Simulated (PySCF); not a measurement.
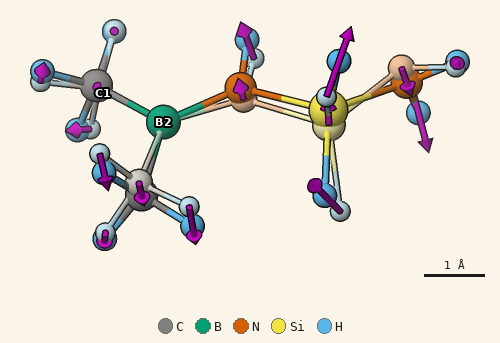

This is a relaxation of C2H11BN2Si. The starting structure is drawn faded, the final one solid; purple arrows show the displacements, magnified 2 times. The two geometries are superimposed by the best rigid fit.

The picture is a ball-and-stick view, seen from a free direction.

The start comes from GFN2-xTB.

Method: PySCF, PBE0-D3(BJ)/def2-SVP geometry optimisation, gas phase. 

### Which element moves most?

Hydrogen: up to 0.71 Å, against 0.30 Å for nitrogen.

### What did the optimiser do to the structure, and how much energy did it gain?

The atom that moves furthest after the best rigid fit is an H atom (0.71 Å). Largest moves by element: H 0.71 Å, N 0.30 Å, C 0.30 Å, Si 0.27 Å, B 0.02 Å. Near-neighbour distances that change, for instance: H–Si 1.463 → 1.496 Å, B–N 1.399 → 1.419 Å, C–H 1.089 → 1.105 Å, N–Si 1.739 → 1.751 Å. Bond angles that change, for instance: N–Si–N 102.7° → 106.9°, H–Si–H 111.4° → 108.3°, Si–N–H 118.6° → 120.9°. Groups turn about N–Si by about 30°, B–C by about 20°, N–Si by about 20°. Over 16 geometry steps the energy falls by 0.138 eV. Largest force component: 0.8 eV/Å at the start, 0.0064 eV/Å at the end. The run took of the order of 4 core-minutes on a shared host.
